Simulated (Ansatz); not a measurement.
# How many bands does the GW gap of YCrB4 (Pbam) need?

How do accuracy and time trade against each other in G0W0 on YCrB4 (Pbam)?

Main program and level: Ansatz 0.2.0; G0W0 on LDA, plane waves, PAW.

### 1. Set-up

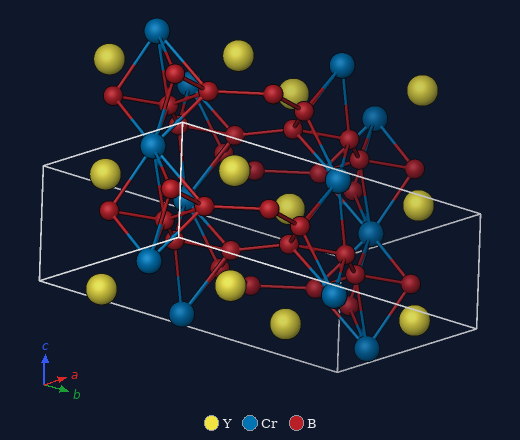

Start, viewed from a free direction; yttrium yellow, chromium blue, boron red. 1×1×2 cells are drawn. Some periodic images of atoms are drawn too.

As a file:

```xyz
24
Lattice="5.9720 0.0000 0.0000 0.0000 11.4600 0.0000 0.0000 0.0000 3.4610" Properties=species:S:1:pos:R:3 pbc="T T T"
Y     0.7412    1.7232    0.0000
Y     5.2308    9.7368    0.0000
Y     3.7272    4.0068    0.0000
Y     2.2448    7.4532    0.0000
Cr    0.7174    4.8336    0.0000
Cr    5.2546    6.6264    0.0000
Cr    3.7034    0.8964    0.0000
Cr    2.2686   10.5636    0.0000
B     1.6655    3.6290    1.7305
B     4.3065    7.8310    1.7305
B     4.6515    2.1010    1.7305
B     1.3205    9.3590    1.7305
B     2.8403    2.1914    1.7305
B     3.1317    9.2686    1.7305
B     5.8263    3.5386    1.7305
B     0.1457    7.9214    1.7305
B     2.3153    0.5334    1.7305
B     3.6567   10.9266    1.7305
B     5.3013    5.1966    1.7305
B     0.6707    6.2634    1.7305
B     2.1568    5.3571    1.7305
B     3.8152    6.1029    1.7305
B     5.1428    0.3729    1.7305
B     0.8292   11.0871    1.7305
```

Geometry: measured cell, ions relaxed with LDA. The runs that relaxed it are not among those shown. The default PAW set here is soft_2. Its files were made with PBE.

### 2. 162 empty bands, screening to 45 eV

Now the one-shot GW correction: screening in the RPA, then the self-energy of the levels asked for.

Contents of input.yaml:

```yaml
crystal:
  lattice:
    - [5.972, 0.0, 0.0]
    - [0.0, 11.46, 0.0]
    - [0.0, 0.0, 3.461]
  atoms:
    - { symbol: "Y", position: [0.1241200588, 0.1503666468, 0.0] }
    - { symbol: "Y", position: [0.8758799412, 0.8496333532, 0.0] }
    - { symbol: "Y", position: [0.6241200588, 0.3496333532, 0.0] }
    - { symbol: "Y", position: [0.3758799412, 0.6503666468, 0.0] }
    - { symbol: Cr, position: [0.1201299695, 0.421778839, 0.0] }
    - { symbol: Cr, position: [0.8798700305, 0.578221161, 0.0] }
    - { symbol: Cr, position: [0.6201299695, 0.078221161, 0.0] }
    - { symbol: Cr, position: [0.3798700305, 0.921778839, 0.0] }
    - { symbol: B, position: [0.2788786994, 0.3166664433, 0.5] }
    - { symbol: B, position: [0.7211213006, 0.6833335567, 0.5] }
    - { symbol: B, position: [0.7788786994, 0.1833335567, 0.5] }
    - { symbol: B, position: [0.2211213006, 0.8166664433, 0.5] }
    - { symbol: B, position: [0.4755978637, 0.1912257198, 0.5] }
    - { symbol: B, position: [0.5244021363, 0.8087742802, 0.5] }
    - { symbol: B, position: [0.9755978637, 0.3087742802, 0.5] }
    - { symbol: B, position: [0.0244021363, 0.6912257198, 0.5] }
    - { symbol: B, position: [0.3876900752, 0.0465439877, 0.5] }
    - { symbol: B, position: [0.6123099248, 0.9534560123, 0.5] }
    - { symbol: B, position: [0.8876900752, 0.4534560123, 0.5] }
    - { symbol: B, position: [0.1123099248, 0.5465439877, 0.5] }
    - { symbol: B, position: [0.3611603252, 0.4674623972, 0.5] }
    - { symbol: B, position: [0.6388396748, 0.5325376028, 0.5] }
    - { symbol: B, position: [0.8611603252, 0.0325376028, 0.5] }
    - { symbol: B, position: [0.1388396748, 0.9674623972, 0.5] }
kpoints:
  mp_grid: { grid: [2, 2, 4] }
hamiltonian:
  xc: lda
scf:
  occupations: { method: fixed }
gw:
  n_empty_bands: 162
  ecut_chi: 45
  qp_bands: [v4, c4]
  qp_kpoints: band_edges
  screening: { model: contour_deformation }
```

On the command line:

```sh
$ ansatz run input.yaml --threads 2 --pin off --max-ram 92160MiB --backend cuda --events-out ev --progress --plain --runs-dir out --devices 1 --max-vram 13GiB
```

Numbers of over 12 decimals in the logs are rounded to 6 here.

The program printed:

```text
GPUs: using 1 of 1 available (devices: 1).
Engine: ansatz 0.2.0, x86_64-unknown-linux-gnu
Pseudopotentials: kind: paw
Pseudopotential: Y, paw, valence charge 11, recommended cutoff 420 eV (normal), Y.paw.azcp
Pseudopotential: Cr, paw, valence charge 14, recommended cutoff 420 eV (normal), Cr.paw.azcp
Pseudopotential: B, paw, valence charge 3, recommended cutoff 420 eV (normal), B.paw.azcp
Functional definition: SPW92
  exchange = slater_x
  correlation = pw_c
device memory: the entry about to start is reckoned to put 3.2 GiB on a device that reports 45.1 GiB free (of which the cap on the GPU budget leaves the run 13.0 GiB)
GPU FFT provider: cuFFT
GPU libraries: cuBLAS 13.8.2, cuFFT 12.4.0, cuSOLVER 12.3.4
Crystal: 24 atoms, lattice volume = 236.868 Å³
Basis set: ecut = 420 eV, 4603 PW (Γ)
Bands: 98, of which v1, the nominal top of the filled ones, is band 74 counted from 1 (73 counted from 0)
Symmetry: 8 space group operations
Space group: Pbam (ITA 55), of the structure as read, at distance tolerance 6.2e-5 Å
k-points: 12 of 16
Non-local potential: Y, projectors of the file, l = 0: 3, l = 1: 2, l = 2: 2, l = 3: 1
Non-local potential: Cr, projectors of the file, l = 0: 3, l = 1: 2, l = 2: 3, l = 3: 1
Non-local potential: B, projectors of the file, l = 0: 2, l = 1: 2, l = 2: 1
PAW form: soft (Blöchl's): semilocal exchange-correlation on the pseudo side does not see the compensation charge
PAW frozen core: Y, regenerated for the run's functional, and the local potential with it (the file was generated under x = pbe(κ = 0.804, μ = 0.219515), c = pbe(β = 0.066725))
PAW frozen core: Cr, regenerated for the run's functional, and the local potential with it (the file was generated under x = pbe(κ = 0.804, μ = 0.219515), c = pbe(β = 0.066725))
PAW frozen core: B, regenerated for the run's functional, and the local potential with it (the file was generated under x = pbe(κ = 0.804, μ = 0.219515), c = pbe(β = 0.066725))
PAW one-centre angular grid: Y, 590 points (default); XC on 64 Gauss nodes
PAW one-centre angular grid: Cr, 590 points (default); XC on 64 Gauss nodes
PAW one-centre angular grid: B, 110 points (default); XC on 64 Gauss nodes
Initial density: superposition of atomic densities (neutral atoms: chi_scale 0, normalization atom), corrected by the library's trained network
Initial wavefunctions: pseudopotential atomic-orbital guess
GPU buffer pool allocated for 76800 grid points (all kernels)
GPU transforms: local potential and band sums: pruned to the plane-wave sphere, on 40×80×24
Functional: x = slater, c = lda
SCF iter   1: F=—  HF=-30687.655765 eV  |F-HF|=—  |Δ(HF+E_count)|=         —  Δρ=9.68e-3  dr2=2.00e-1  ethr=1.77e-3  ⟨swp⟩=3.5  Hψ=3703  notcnv=0  defer=224
preconditioner: auto → Resta (q_TF=auto, 2.523 Å⁻¹)  ε∞=6.1  [insulator: Δε(μ)=0.362 eV  Ē_g=11.109 eV  n_scr=70 (ndim 8)  ℏωp=25.1 eV  f_vac=0.000  ε∞_Penn≈6.1]
SCF iter   2: F=—  HF=-30687.625659 eV  |F-HF|=—  |Δ(HF+E_count)|=   3.01e-2  Δρ=8.41e-3  dr2=1.55e-1  ethr=1.35e-4  ⟨swp⟩=2.0  Hψ=1409  notcnv=0  defer=261
SCF iter   3: F=—  HF=-30687.618497 eV  |F-HF|=—  |Δ(HF+E_count)|=   7.16e-3  Δρ=6.41e-3  dr2=1.39e-1  ethr=1.05e-4  ⟨swp⟩=2.2  Hψ=1385  notcnv=0  defer=255
SCF iter   4: F=—  HF=-30687.602510 eV  |F-HF|=—  |Δ(HF+E_count)|=   1.60e-2  Δρ=9.78e-4  dr2=1.94e-3  ethr=9.38e-5  ⟨swp⟩=2.0  Hψ=1302  notcnv=0  defer=261
SCF iter   5: F=—  HF=-30687.602041 eV  |F-HF|=—  |Δ(HF+E_count)|=   4.69e-4  Δρ=1.58e-4  dr2=5.37e-5  ethr=1.31e-6  ⟨swp⟩=2.2  Hψ=1446  notcnv=0  defer=263
SCF iter   6: F=—  HF=-30687.602031 eV  |F-HF|=—  |Δ(HF+E_count)|=   1.04e-5  Δρ=3.51e-5  dr2=2.28e-6  ethr=3.63e-8  ⟨swp⟩=2.1  Hψ=1693  notcnv=0  defer=209
SCF iter   7: F=—  HF=-30687.602031 eV  |F-HF|=—  |Δ(HF+E_count)|=   3.04e-7  Δρ=1.43e-5  dr2=5.40e-7  ethr=1.54e-9  ⟨swp⟩=2.0  Hψ=1409  notcnv=0  defer=209
SCF iter   8: F=-30687.602030 eV  HF=-30687.602030 eV  |F-HF|=2.83e-8  |Δ(HF+E_count)|=   5.44e-8  Δρ=3.45e-6  dr2=3.28e-8  ethr=6.76e-11  ⟨swp⟩=10.7  Hψ=4888  notcnv=0
SCF 1 converged in 8 iterations: F = -30687.602030 eV  dr2 = 3.28e-8
  greatest PAW one-centre occupation: 1.000 electrons in one spin orbital (limit 2), on the Cr atom at site 7 (counted from 0), in its partial waves of l = 0
device memory: the entry about to start is reckoned to put 3.8 GiB (of the 4.0 GiB reckoned in all, the device holds 0.1 GiB already) on a device that reports 46.8 GiB free (of which the cap on the GPU budget leaves the run 12.9 GiB)
NSCF: frozen V_eff on 12 k-points
the band table was solved once the SCF had ended and its energy, with any forces and stress, was formed, with the checks that follow a solve (4283 applications of the Hamiltonian). They found nothing against the state; the energy, forces and stress were not computed again (output.eigenvalues in the input reference)
device memory: the entry about to start is reckoned to put 3.1 GiB on a device that reports 47.0 GiB free (of which the cap on the GPU budget leaves the run 13.0 GiB)
NSCF: frozen V_eff on 12 k-points
G₀W₀ screening: q 1/12
[... further progress lines ...]
device memory: the entry about to start is reckoned to put 1.4 GiB on a device that reports 42.6 GiB free (of which the cap on the GPU budget leaves the run 13.0 GiB)
NSCF: frozen V_eff on 1 k-points
device memory: the entry about to start is reckoned to put 1.4 GiB on a device that reports 42.8 GiB free (of which the cap on the GPU budget leaves the run 13.0 GiB)
NSCF: frozen V_eff on 1 k-points
device memory: the entry about to start is reckoned to put 1.4 GiB on a device that reports 44.1 GiB free (of which the cap on the GPU budget leaves the run 13.0 GiB)
NSCF: frozen V_eff on 1 k-points
device memory: the entry about to start is reckoned to put 1.4 GiB on a device that reports 39.9 GiB free (of which the cap on the GPU budget leaves the run 13.0 GiB)
NSCF: frozen V_eff on 1 k-points
SCF converged after 8 iterations
Free energy (F): -30687.602030 eV
Harris-Foulkes:  -30687.602030 eV  (|F-HF|=2.83e-8)
Internal energy: -30687.602030 eV  (E = F + TS)
E sigma→0 (E₀):  -30687.602030 eV
Fermi energy:    13.374563 eV
--- Per-component energies (eV) ---
  E_band       = -820.943728
  E_kinetic    = 3397.274381
  E_local      = -9476.823887  (includes V_loc(G=0)·N_el)
  E_nonlocal   = 732.806144
  E_hartree    = 3948.101688
  E_xc         = -1769.993567
  E_vxc        = -2136.648518  (∫ρ·V_xc dr)
  E_paw        = -16620.396469  (= ΣΔE_a)
  E_vpaw       = -1233.774873  (= ΣTr[D̂ρ^β])
  E_aug_tail   = 0.001371  (compensation charges beyond the density's cutoff)
  E_ewald      = -10902.083882
  E_core_change = 3.512191  (= ΣΔE_core)
  E_smearing   = -0.000000  (= −TS)
  E_closure    = 0.000000  (closes the sum)
  Σ components = -30687.602030   (vs F -30687.602030, Δ=0.00e0)
--- Band table (eV; the first three rows and the last of 12) ---
  k-point 0: bands = [... 70 lower, 12.4055, 12.9703, 13.1771, 13.1951, 14.3467, 14.3716, 14.6564, 14.7348, ... 20 higher]
  k-point 1: bands = [... 70 lower, 12.4069, 13.0011, 13.0730, 13.1665, 13.6652, 14.1549, 14.2902, 14.5122, ... 20 higher]
  k-point 2: bands = [... 70 lower, 12.6670, 12.9140, 12.9808, 13.0099, 13.6866, 13.7089, 13.7298, 13.8277, ... 20 higher]
  k-point 11: bands = [... 70 lower, 12.0509, 12.0509, 13.0072, 13.0072, 13.7400, 13.7400, 14.6287, 14.6287, ... 20 higher]
--- G₀W₀: contour deformation, 8 samples at zero and on the imaginary axis and 1 off it, 16 q-points, 162 empty bands' worth ---
  eigenvalues of the whole cell's RPA ε∞ on this k-mesh (on a slab, of 1 + 4πα/V) = 41.0471, 42.4800, 47.4212; static W/v taken at q = 0 is 0.022172
  gw.qp_kpoints: band_edges: 12 of 12 stored k-points solved, in 1 pass; an edge of the gap read off the rows below is read off those points alone
    ik  band        ε_KS         Σx   Σc(E_QP)       V_xc       Z   E_QP_lin       E_QP  E_QP is
     0    71     12.4055   -19.9035     1.8269   -19.1969  0.7292    13.5633    13.5259  root
     0    72     12.9703   -19.8539     1.1314   -19.9171  0.6907    14.1245    14.1648  root
     0    73     13.1771   -18.2701     1.1144   -18.2684  0.7219    14.2676    14.2898  root
     0    74     13.1951   -21.5189     1.0674   -21.7269  0.6871    14.4431    14.4705  root
     0    75     14.3467   -15.9405    -3.1368   -20.3637  0.7091    15.6485    15.6332  root
     0    76     14.3716   -18.1789    -3.8899   -23.5714  0.6705    15.8582    15.8742  root
     0    77     14.6564   -18.2191    -3.3317   -22.9615  0.6929    16.0804    16.0672  root
     0    78     14.7348   -12.6033    -4.1662   -18.0445  0.7291    16.0285    16.0099  root
     1    71     12.4069   -20.5157     1.5842   -20.1387  0.6950    13.5912    13.6142  root
     1    72     13.0011   -22.9049     1.2560   -23.0330  0.6695    14.3428    14.3852  root
     1    73     13.0730   -21.6017     1.6600   -21.1353  0.6788    14.2358    14.2666  root
     1    74     13.1665   -21.9508     1.5946   -21.5801  0.6770    14.3698    14.3903  root
     1    75     13.6652   -16.9846    -3.0519   -21.3695  0.6964    15.0091    14.9982  root
     1    76     14.1549   -17.0982    -3.5540   -22.0299  0.6880    15.5231    15.5326  root
     1    77     14.2902   -18.4317    -4.5906   -24.6181  0.6634    15.8743    15.8860  root
     1    78     14.5122   -17.3279    -4.6709   -23.5601  0.6667    16.0507    16.0735  root
     2    71     12.6670   -14.7560     1.6804   -13.8298  0.7592    13.4107    13.4213  root
     2    72     12.9140   -25.1584     1.8979   -24.6659  0.6412    14.2696    14.3194  root
     2    73     12.9808   -25.1003     1.9898   -24.4903  0.6390    14.3159    14.3605  root
     2    74     13.0099   -21.7620     1.5356   -21.4671  0.6889    14.2198    14.2506  root
     2    75     13.6866   -16.1630    -4.0726   -21.7614  0.7144    15.2523    15.2124  root
     2    76     13.7089   -20.9209    -3.5294   -26.0439  0.6496    15.2779    15.3026  root
     2    77     13.7298   -20.6467    -3.6141   -25.8385  0.6527    15.2939    15.3076  root
     2    78     13.8277   -16.9051    -4.1741   -22.6695  0.7083    15.4528    15.4180  root
[...]
11    71     12.0509   -21.4711     2.6445   -19.9157  0.6898    13.1042    13.1400  root
    11    72     12.0509   -21.4711     2.6445   -19.9157  0.6898    13.1042    13.1400  root
    11    73     13.0072   -25.2712     1.8702   -24.7983  0.6414    14.3692    14.4045  root
    11    74     13.0072   -25.2712     1.8702   -24.7983  0.6414    14.3692    14.4045  root
    11    75     13.7400   -21.0115    -3.5440   -26.1439  0.6485    15.3080    15.3283  root
    11    76     13.7400   -21.0115    -3.5440   -26.1439  0.6485    15.3080    15.3283  root
    11    77     14.6287   -17.8450    -5.0714   -24.4767  0.6434    16.1294    16.1888  root
    11    78     14.6287   -17.8450    -5.0714   -24.4767  0.6434    16.1294    16.1888  root
```

The job ended after 28 s (1 × NVIDIA H100 80GB HBM3 (shared by 6 runs) with 2 threads of AMD EPYC 7R13 (Zen 3), shared host; peak memory 1.4 GiB).

In the SCF lines HF is the Harris–Foulkes energy and dr2 the Hartree energy of the density residual, in eV; the loop may stop once dr2 is under the threshold and the program's other checks hold. Hψ counts applications of the Hamiltonian.

This step gave:

* bands summed: 236
* RPA ε∞ on this mesh (eigenvalues): 41.05, 42.48, 47.42
* plane waves in the screening matrix: 149
* q-points in the mesh: 16
* G0W0 gap on the mesh: 0.3199 eV
* k of the valence top: -0.5, 0, 0
* k of the conduction bottom: 0, 0, 0.25
* starting gap on the mesh: 0.2907 eV
* Z at the valence top: 0.6861
* Z at the conduction bottom: 0.6964
* least direct G0W0 gap on the computed points: 0.4086 eV

The gap on the mesh goes from 0.29 eV to 0.32 eV, a correction of +0.03 eV, though a band edge has moved to another state.

### 3. 459 empty bands, screening to 90 eV

Another rung: the empty bands reach about as high as the screening cutoff, so the two stay in balance.

Edit input.yaml of step 2 so:

```diff
@@ -37,4 +37,4 @@
 gw:
-  n_empty_bands: 162
-  ecut_chi: 45
+  n_empty_bands: 459
+  ecut_chi: 90
   qp_bands: [v4, c4]
```

The program printed:

```text
GPUs: using 1 of 1 available (devices: 1).
[...]
GPU FFT provider: cuFFT
GPU libraries: cuBLAS 13.8.2, cuFFT 12.4.0, cuSOLVER 12.3.4
Crystal: 24 atoms, lattice volume = 236.868 Å³
Basis set: ecut = 420 eV, 4603 PW (Γ)
Bands: 98, of which v1, the nominal top of the filled ones, is band 74 counted from 1 (73 counted from 0)
Symmetry: 8 space group operations
[...]
k-points: 12 of 16
[...]
GPU buffer pool allocated for 76800 grid points (all kernels)
[...]
SCF iter   1: F=—  HF=-30687.655765 eV  |F-HF|=—  |Δ(HF+E_count)|=         —  Δρ=9.68e-3  dr2=2.00e-1  ethr=1.77e-3  ⟨swp⟩=3.5  Hψ=3703  notcnv=0  defer=224
[...]
SCF iter   8: F=-30687.602030 eV  HF=-30687.602030 eV  |F-HF|=2.83e-8  |Δ(HF+E_count)|=   5.44e-8  Δρ=3.45e-6  dr2=3.28e-8  ethr=6.76e-11  ⟨swp⟩=10.7  Hψ=4888  notcnv=0
SCF 1 converged in 8 iterations: F = -30687.602030 eV  dr2 = 3.28e-8
[...]
NSCF: frozen V_eff on 12 k-points
[...]
G₀W₀ screening: q 1/12
[... further progress lines ...]
[...]
SCF converged after 8 iterations
Free energy (F): -30687.602030 eV
[...]
Internal energy: -30687.602030 eV  (E = F + TS)
E sigma→0 (E₀):  -30687.602030 eV
Fermi energy:    13.374563 eV
[...]
--- Band table (eV; the first three rows and the last of 12) ---
  k-point 0: bands = [... 70 lower, 12.4055, 12.9703, 13.1771, 13.1951, 14.3467, 14.3716, 14.6564, 14.7348, ... 20 higher]
  k-point 1: bands = [... 70 lower, 12.4069, 13.0011, 13.0730, 13.1665, 13.6652, 14.1549, 14.2902, 14.5122, ... 20 higher]
  k-point 2: bands = [... 70 lower, 12.6670, 12.9140, 12.9808, 13.0099, 13.6866, 13.7089, 13.7298, 13.8277, ... 20 higher]
  k-point 11: bands = [... 70 lower, 12.0509, 12.0509, 13.0072, 13.0072, 13.7400, 13.7400, 14.6287, 14.6287, ... 20 higher]
[...]
bands read: the sum over 533 bands ends inside a degenerate multiplet in 9 slots, whose members it reads at an even weight; the widest, k=3: bands 533 to 534 (counted from 1) at 1/2 each
[...]
0    71     12.4055   -19.9035     1.3919   -19.1969  0.7037    13.1142    13.0909  root
     0    72     12.9703   -19.8539     0.7061   -19.9171  0.6801    13.7174    13.7395  root
     0    73     13.1771   -18.2701     0.6368   -18.2684  0.7129    13.8027    13.8122  root
     0    74     13.1951   -21.5189     0.6151   -21.7269  0.6745    14.0089    14.0182  root
     0    75     14.3467   -15.9405    -3.5899   -20.3637  0.6997    15.1972    15.1800  root
     0    76     14.3716   -18.1789    -4.3806   -23.5714  0.6592    15.3834    15.3835  root
     0    77     14.6564   -18.2191    -3.7531   -22.9615  0.6817    15.6550    15.6457  root
     0    78     14.7348   -12.6033    -4.6833   -18.0445  0.7198    15.5033    15.4927  root
[...]
11    75     13.7400   -21.0115    -3.9552   -26.1439  0.6342    14.9112    14.9171  root
    11    76     13.7400   -21.0115    -3.9552   -26.1439  0.6342    14.9112    14.9171  root
    11    77     14.6287   -17.8450    -5.5646   -24.4767  0.6340    15.6631    15.6956  root
    11    78     14.6287   -17.8450    -5.5646   -24.4767  0.6340    15.6631    15.6956  root
```

It took 64 s on 1 × NVIDIA H100 80GB HBM3 (shared by 6 runs) with 2 threads; peak memory 2.2 GiB; 91 s of CPU time.

Numbers from this step:

| Item | Value |
| --- | --- |
| bands summed | 533 |
| RPA ε∞ on this mesh (eigenvalues) | 40.63, 41.89, 47.02 |
| plane waves in the screening matrix | 457 |
| q-points in the mesh | 16 |
| G0W0 gap on the mesh | 0.3214 eV |
| k of the valence top | -0.5, -0.5, 0 |
| k of the conduction bottom | 0, 0, 0.25 |
| starting gap on the mesh | 0.2907 eV |
| Z at the valence top | 0.6724 |
| Z at the conduction bottom | 0.6848 |
| least direct G0W0 gap on the computed points | 0.4237 eV |

Against the run with 2×2×4 mesh, 162 empty bands, screening to 45 eV, the gap moves by +0.002 eV.

### 4. 988 empty bands, screening to 150 eV

Edit input.yaml of step 3 so:

```diff
@@ -37,4 +37,4 @@
 gw:
-  n_empty_bands: 459
-  ecut_chi: 90
+  n_empty_bands: 988
+  ecut_chi: 150.0
   qp_bands: [v4, c4]
```

The program printed:

```text
GPUs: using 1 of 1 available (devices: 1).
[...]
GPU FFT provider: cuFFT
GPU libraries: cuBLAS 13.8.2, cuFFT 12.4.0, cuSOLVER 12.3.4
Crystal: 24 atoms, lattice volume = 236.868 Å³
Basis set: ecut = 420 eV, 4603 PW (Γ)
Bands: 98, of which v1, the nominal top of the filled ones, is band 74 counted from 1 (73 counted from 0)
Symmetry: 8 space group operations
[...]
k-points: 12 of 16
[...]
0    78     14.7348   -12.6033    -4.9063   -18.0445  0.7159    15.2769    15.2697  root
[...]
11    75     13.7400   -21.0115    -4.1913   -26.1439  0.6231    14.6845    14.6810  root
    11    76     13.7400   -21.0115    -4.1913   -26.1439  0.6231    14.6845    14.6810  root
    11    77     14.6287   -17.8450    -5.8135   -24.4767  0.6292    15.4283    15.4468  root
    11    78     14.6287   -17.8450    -5.8135   -24.4767  0.6292    15.4283    15.4468  root
[key lines of the parts left out:]
SCF converged after 8 iterations
Free energy (F): -30687.602030 eV
Fermi energy:    13.374563 eV
```

Elapsed: 2.2 min, on 1 × NVIDIA H100 80GB HBM3 (shared by 6 runs) with 2 threads; peak memory 4.3 GiB; 3.9 min of CPU time.

This step gave:

* bands summed: 1062
* RPA ε∞ on this mesh (eigenvalues): 40.39, 41.49, 46.89
* plane waves in the screening matrix: 987
* G0W0 gap on the mesh: 0.3382 eV
* k of the valence top: -0.5, -0.5, 0
* k of the conduction bottom: 0, 0, 0.25
* starting gap on the mesh: 0.2907 eV
* least direct G0W0 gap on the computed points: 0.4469 eV

Against the run with 2×2×4 mesh, 459 empty bands, screening to 90 eV, the gap moves by +0.017 eV.

(Part 1 of 2 ends here.)

[Paths, hosts, dates, memory and timing lines, banners, echoed tables and standing remarks are left out of the program output.]

[Logs are printed without paths, hosts, clocks, repeated set-up lines and the standing remarks that a program may print on its own settings, such as how far it seeks lower states.]

[Runs of the session that timed out or met a known fault of the program may be left out.]

[Cells called generated may have been cut or substituted from an entry of the Crystallography Open Database or the Materials Project.]

[Hosts, paths, dates, database ids (printed as entryN), source tags and the programs' standing remarks are cut or masked in the printed files.]
